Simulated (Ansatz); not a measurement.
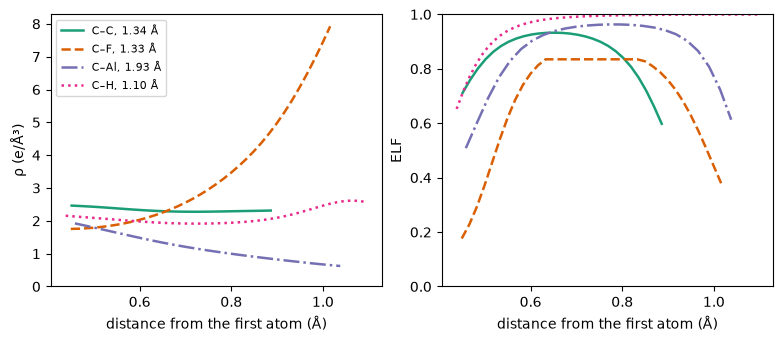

Figure 1: C2H4AlF. Total electron density and electron localisation function along straight lines between neighbouring atoms. The curves leave out the atomic cores.

The calculation used UKS r2SCANh/def2-SVP (Ansatz).

The calculation's input:

```
crystal:
  periodic: [false, false, false]
  atoms:
    - { symbol: F, position_ang: [-0.457, 2.5416, 0.2343] }
    - { symbol: C, position_ang: [-0.1622, 1.3594, -0.2536] }
    - { symbol: C, position_ang: [-0.2563, 0.2964, 0.5296] }
    - { symbol: Al, position_ang: [0.3444, -1.4934, -0.1059] }
    - { symbol: H, position_ang: [0.172, 1.2616, -1.3009] }
    - { symbol: H, position_ang: [-0.5538, 0.4184, 1.5703] }
    - { symbol: H, position_ang: [0.7876, -1.7002, -1.6051] }
    - { symbol: H, position_ang: [0.2175, -2.7409, 0.8755] }
magnetization:
  spin_polarized: true
basis:
  gaussian: { orbitals: def2-SVP }
hamiltonian:
  xc: r2scanh
relax:
  f_tol: 0.02
  max_steps: 50
output:
  orbitals: {}
```

Launched as:

```sh
ansatz run input.yaml --threads 2 --pin off --max-ram 3072MiB --backend cpu --events-out ev --progress --plain --runs-dir out
```

The fields are those of the run's last geometry, not of the input's.

What kind of bonding do the profiles show?

C–C (1.34 Å): ρ at the midpoint is about 2.3 e/Å³; the ELF peaks at about 0.95 between the atoms (a multiple bond).
C–F (1.33 Å): the density is about 2.3 e/Å³ at the midpoint; the ELF peaks at about 0.85 between the atoms, as expected for a shared but strongly polarised pair.
C–Al (1.93 Å): ρ is about 0.72 e/Å³ halfway; the ELF peaks at about 0.95 between the atoms, as expected for a shared but strongly polarised pair.
C–H (1.10 Å): ρ at the midpoint is about 2 e/Å³; the ELF climbs to about 1 towards the hydrogen, as it does in any bond to H (an ordinary covalent bond to hydrogen).
